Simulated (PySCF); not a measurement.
# Cl2H2: the cost of one run

Computed with PySCF 2.14.0; each step states its level. No surroundings beyond the atoms listed, unless a continuum is named. Atoms count from 0, parts from 1.

## 1. The system as given

4 atoms, charge 0, multiplicity 1; geometry: GFN2-xTB. Parts: 1 = atoms 0–1, `Cl`, charge 0; 2 = atoms 2–3, `Cl`, charge 0.

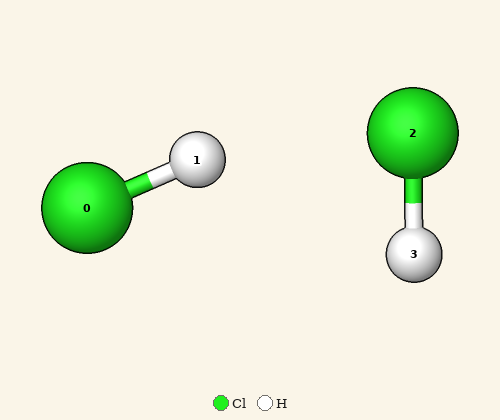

The starting geometry (chlorine green, hydrogen white), atoms numbered.

## 2. Optimising the geometry at PBE0-D3(BJ)/def2-TZVPD

The job: settings as JSON, then the geometry in Å.

```
{"job": {"xc": "PBE0", "basis": "def2-TZVPD", "d3": "d3bj", "grid": 3, "kind": "geom", "shake": 0.01}, "charge": 0, "multiplicity": 1, "parts": [{"atoms": "0-1", "charge": 0, "multiplicity": 1}, {"atoms": "2-3", "charge": 0, "multiplicity": 1}]}
Cl     0.185373     0.404052     0.142801
H      0.056380    -0.854036     0.232389
Cl    -0.245083    -2.973258     1.034834
H     -0.345339    -2.375076     2.162401
```

Started as:

```
$ OMP_NUM_THREADS=1 python cluster_run.py task.json out
```

The driver reads the jobs from task.json and runs them one after another.

**Question.** How long does this first job take on 1 thread of Arm Neoverse V1, shared host, and how much memory does it need?

About 12 s, with a peak of 0.46 GiB.
